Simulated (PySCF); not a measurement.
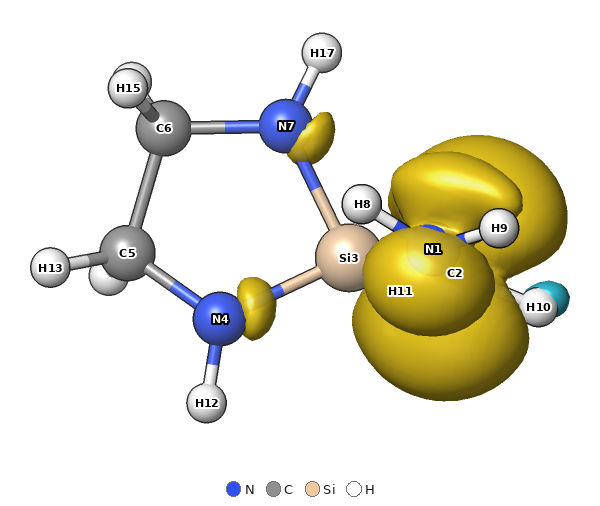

The picture shows: C$_{3}$H$_{10}$N$_{3}$Si (SMILES N[CH][SiH]1NCCN1) (doublet). Isosurfaces of the spin density at +0.02 (yellow) and −0.02 e/Å³ (cyan), seen at a tilt.

Geometry: GFN2-xTB.

Theory: UKS B3LYP, pcH-1 on C H N Si, non-relativistic, mean-field spin-orbit, GIAO (PySCF).

```csv
atom,x (Å),y (Å),z (Å)
N,2.4423,1.0840,0.9622
C,2.2510,0.2061,-0.0784
Si,0.6105,-0.5030,-0.5045
N,-0.2455,-1.1339,0.8615
C,-1.6637,-0.9023,0.7396
C,-1.8306,0.4436,0.0187
N,-0.6046,0.7067,-0.6933
H,1.5957,1.4930,1.3252
H,3.2344,1.7077,0.9162
H,3.1501,-0.0938,-0.5889
H,0.7562,-1.4151,-1.6533
H,-0.0193,-2.0181,1.2852
H,-2.1328,-0.8747,1.7293
H,-2.1569,-1.6944,0.1549
H,-2.0130,1.2442,0.7506
H,-2.6963,0.4064,-0.6537
H,-0.6846,1.3555,-1.4552
```

**Describe the spin distribution.**

The unpaired spin (1 electron) lies mostly on C2 (about 0.5), N1 (about 0.2) and Si3 (about 0.1), in electrons by Hirshfeld's partition.
